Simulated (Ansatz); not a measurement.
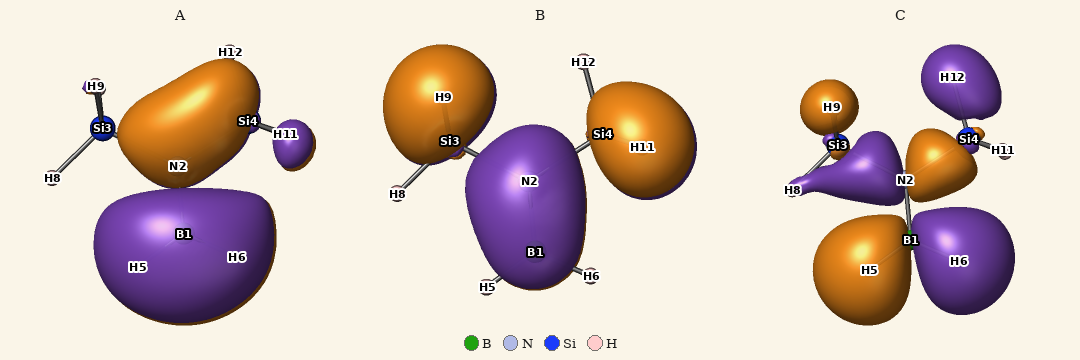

The picture shows: BH8NSi2 (SMILES BN([SiH3])[SiH3]). Three frontier orbitals at ±0.06 Å⁻³ᐟ² (orange and purple are the two phases), in no order.

Geometry: PBE0-D4/def2-TZVP.

Method: RKS PBE0-D4/def2-TZVPP (Ansatz).

Input file:

```
crystal:
  periodic: [false, false, false]
  atoms:
    - {symbol: B, position_ang: [-0.968475, 0.987828, -0.915149]}
    - {symbol: N, position_ang: [-0.164670, 0.148671, -0.118964]}
    - {symbol: Si, position_ang: [-0.682100, -0.433396, 1.449716]}
    - {symbol: Si, position_ang: [1.404922, -0.305754, -0.761962]}
    - {symbol: H, position_ang: [-2.050372, 1.334903, -0.534958]}
    - {symbol: H, position_ang: [-0.552303, 1.351166, -1.983319]}
    - {symbol: H, position_ang: [0.279460, 0.008287, 2.493480]}
    - {symbol: H, position_ang: [-2.031380, 0.107281, 1.733477]}
    - {symbol: H, position_ang: [-0.712277, -1.919418, 1.451425]}
    - {symbol: H, position_ang: [2.242363, 0.897295, -0.987915]}
    - {symbol: H, position_ang: [1.249607, -1.049598, -2.035646]}
    - {symbol: H, position_ang: [2.062225, -1.182267, 0.243817]}
basis:
  gaussian: {orbitals: def2-TZVPP}
hamiltonian: {xc: pbe0, dispersion: d4}
output: {orbitals: {seedname: orbitals}}
```

Command:

```sh
ansatz run in.yaml --threads 4 --pin off --events-out ev --progress --plain --max-ram 10444MiB
```

Q: Order the three orbitals by energy and name them.

A: C is the HOMO−1 (−8.81 eV). Its weight (Hirshfeld) is mainly on B1 (about 30 %), H5 (about 20 %), H6 (about 20 %) and N2 (about 10 %). B is the HOMO (−8.44 eV). It lies mainly on N2 (about 35 %), Si3 (about 10 %), Si4 (about 10 %), B1 (about 10 %), H7 (about 5 %) and H9 (about 5 %). A is the LUMO (−0.69 eV). It lies mainly on B1 (about 55 %), N2 (about 10 %), Si4 (about 10 %), H5 (about 5 %) and H6 (about 5 %).

Q: What is the HOMO–LUMO gap?

A: 7.75 eV between the orbital energies.
